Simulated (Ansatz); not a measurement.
# C3H4S (SMILES C=CC=S): what the fields show

Input file:

```
crystal:
  periodic: [false, false, false]
  atoms:
    - {symbol: C, position_ang: [-0.385492, 1.026449, -0.622892]}
    - {symbol: C, position_ang: [-0.460374, -0.162887, -0.019144]}
    - {symbol: C, position_ang: [0.702007, -0.804455, 0.544053]}
    - {symbol: S, position_ang: [0.704656, -2.239293, 1.290780]}
    - {symbol: H, position_ang: [0.560047, 1.552217, -0.709585]}
    - {symbol: H, position_ang: [-1.259244, 1.507520, -1.045644]}
    - {symbol: H, position_ang: [-1.403986, -0.692289, 0.069852]}
    - {symbol: H, position_ang: [1.634686, -0.244264, 0.436880]}
basis:
  gaussian: {orbitals: def2-TZVPP}
hamiltonian: {xc: pbe0, dispersion: d4}
output: {orbitals: {seedname: orbitals}}
```

Run with:

```sh
ansatz run in.yaml --threads 2 --pin off --events-out ev --progress --plain --max-ram 4352MiB
```

Geometry: PBE0-D4/def2-TZVP.

These are results of Ansatz 0.2.0, RKS PBE0-D4/def2-TZVPP, not measurements.

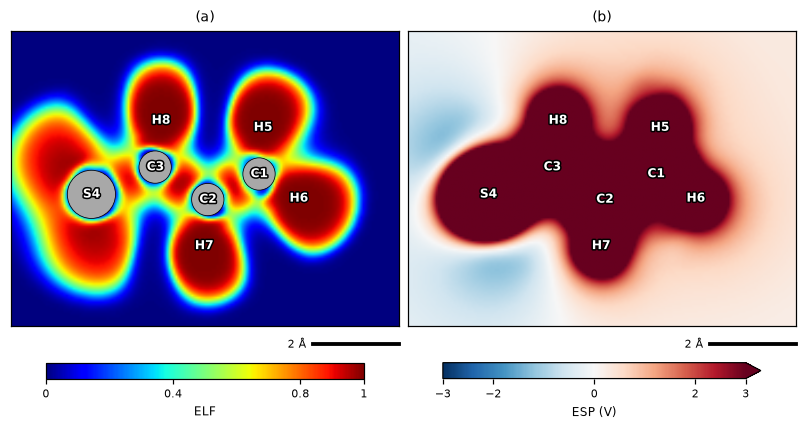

Figure 1. (a) ELF; (b) molecular electrostatic potential on the molecular plane. Grey discs cover the atomic cores in the ELF map.

Read the bonding off the picture.

The section cuts through C, S and H sites.
C–C (1.34 Å): the ELF peaks at about 0.95 between the atoms (a multiple bond).
C–S (1.62 Å): the ELF peaks at about 0.90 between the atoms; a covalent bond.
C–H (1.08 Å): the ELF climbs to about 1 towards the hydrogen, as it does in any bond to H (an ordinary covalent bond to hydrogen).
C–C (1.44 Å): the ELF peaks at about 0.95 between the atoms (a covalent bond).
The ELF also peaks beside S4, away from the bonds: lone-pair regions.
Outside the dense part of the molecule the potential is most negative (−1.3 V) near S4.

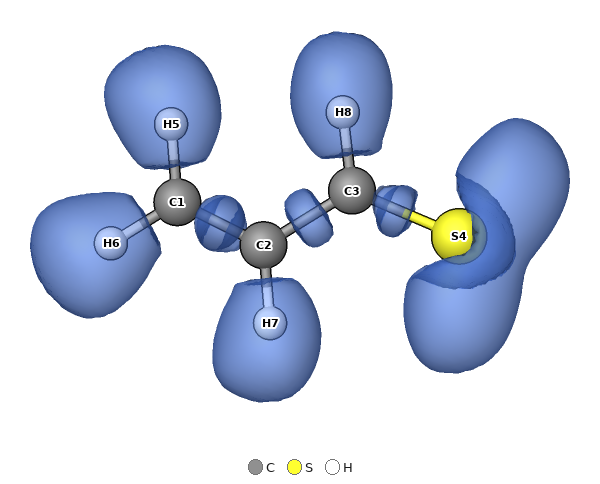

Figure 2. Isosurface of the ELF at 0.8 (blue), seen across its widest extent. Only the valence region is drawn (cores and ρ < 0.01 e/Å³ removed).

Describe the localisation domains.

The ELF exceeds this value in two regions between bonded C–C atoms (shared pairs), one region between bonded C–S atoms (shared pairs), four regions around hydrogen nuclei and one ring or bowl of non-bonding electrons around S.

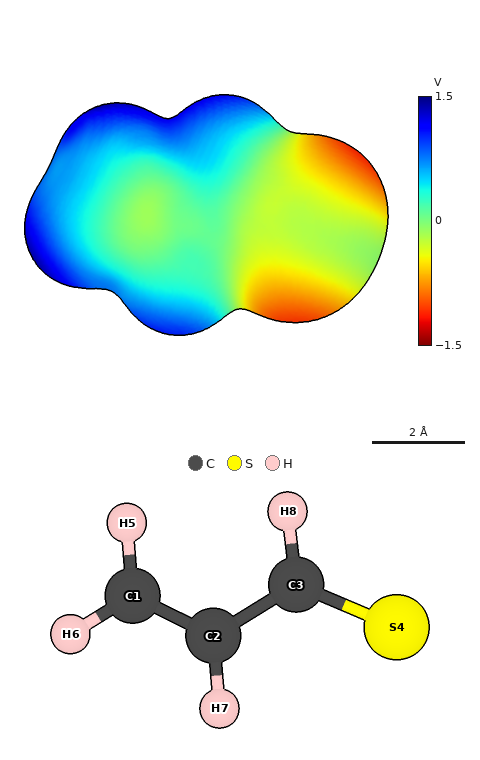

Figure 3. The molecular electrostatic potential painted on the density surface at 0.002 e/bohr³, seen across its widest extent; red is negative and blue positive. The bare structure is drawn below in the same view.

Where is the surface potential most negative and most positive?

The most negative region (about −1.1 V, or −25 kcal/mol for a unit charge) lies over S4, the most positive (about +1.4 V, or +32 kcal/mol for a unit charge) over H5 and H6.

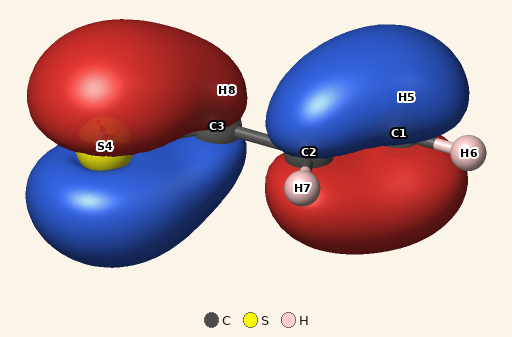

Figure 4. The HOMO−1 at ±0.1 Å⁻³ᐟ² (red and blue are the two phases), seen at an oblique angle.

What is the character of this orbital?

Its weight (Hirshfeld) is mainly on S4 (about 40 %), C1 (about 25 %), C2 (about 15 %) and C3 (about 10 %); it changes sign across the molecular plane (π type); π-bonding across C1–C2; π-antibonding (a node) across C2–C3. Its energy is −7.76 eV.
